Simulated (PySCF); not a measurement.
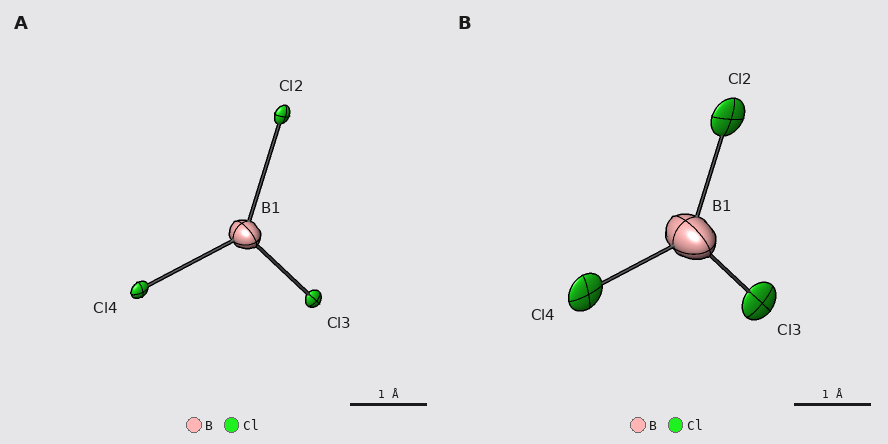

Displacement ellipsoids at the 50 % level, scaled by 3, from the internal vibrations of the free molecule (harmonic, no overall translation or rotation; no half-axis is drawn under 0.075 Å). Vibrations computed with RKS-based PBE0, B def2-TZVP, Cl def2-TZVP; non-relativistic; density fitting (PySCF 2.14.0). One panel is for 0 K (zero-point motion alone), the other for 900 K.

Which panel is for 900 K?

Answer. B.

How much does the mean-square displacement of Cl3 grow, and why?

Answer. U_eq goes from 0.00054 to 0.0023 Å², a factor of 4.4. Modes below kT (626 cm⁻¹ at 900 K) grow about in proportion to T, and the lowest lies at 254 cm⁻¹; the mean-square amplitude of a mode is its zero-point value times coth(ħω/2kT), which comes close to 1 only above about 3kT.
